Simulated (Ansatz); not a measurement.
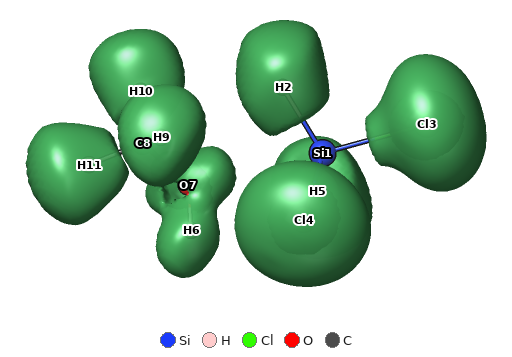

Figure 1: Cl₂H₂Si···CH₄O. Isosurface of the electron localisation function at 0.75 (green), seen across its widest extent. Only the valence region is drawn (cores and ρ < 0.01 e/Å³ removed).

Theory: RKS PBE0-D4/def2-SVP in Ansatz.

```xyz
11

Si   -0.0603   -1.3369   -1.0927
H     0.3895   -0.0190   -1.5901
Cl    0.4214   -2.6829   -2.5961
Cl    1.0704   -1.9220    0.5545
H    -1.5009   -1.5274   -0.8268
H    -0.6518   -0.1073    1.4895
O    -0.7866    0.4659    0.7252
C     0.1021    1.5516    0.8265
H     1.1579    1.2245    0.8407
H    -0.0491    2.1899   -0.0552
H    -0.0926    2.1637    1.7245
```

What do the ELF domains correspond to?

Answer. At this value the surface marks out five regions around hydrogen nuclei, two regions on Cl in which the atom's valence shell and bonds are merged and one joined region spread over several atoms (H, O), in which their bonds and any lone pairs are merged.

Values along the shortest contacts:
Si1···O7 (2.66 Å): the ELF is about 0.10 at the midpoint. C–O (1.41 Å): the ELF peaks at about 0.90 between the atoms, as expected for a shared but strongly polarised pair.
